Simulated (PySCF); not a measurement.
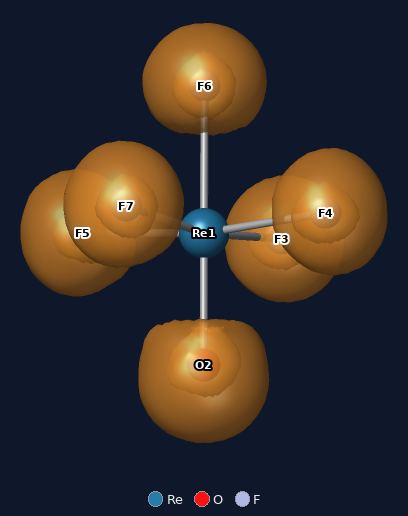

Figure 1: F₅ORe. Isosurface of the electron localisation function at 0.75 (orange), seen from one side. Core shells and regions of very low density are left out.

Core potentials replace the inner electrons of Re.

These are results of RKS r2SCAN, Re def2-SVP with ECP60, O def2-SVP, F def2-SVP; non-relativistic Hamiltonian with scalar-relativistic core potentials where named; density fitting in PySCF 2.14.0, not measurements.

```yaml
atoms:
  - { symbol: Re, position_ang: [0.0630, -0.0410, 0.0412] }
  - { symbol: O, position_ang: [1.2496, -0.7182, 1.0410] }
  - { symbol: F, position_ang: [-0.0549, 1.5294, 0.9968] }
  - { symbol: F, position_ang: [-1.3390, -0.7304, 1.0178] }
  - { symbol: F, position_ang: [1.2766, 0.7552, -1.0928] }
  - { symbol: F, position_ang: [-1.2694, 0.7083, -1.0758] }
  - { symbol: F, position_ang: [-0.0152, -1.4948, -1.0878] }
```

Describe the localisation domains.

Answer. The ELF exceeds this value in five regions wrapped around F (the valence shell of each) and one region wrapped around O (its valence shell).

Values along the shortest contacts:
Re–O (1.69 Å): the ELF peaks at about 0.75 in the valence shell of O, 0.5 Å from its nucleus, and drops to about 0.30 between the two atoms. Re–F (1.84 Å): the ELF peaks at about 0.80 in the valence shell of F, 0.5 Å from its nucleus, and drops to about 0.25 between the two atoms.
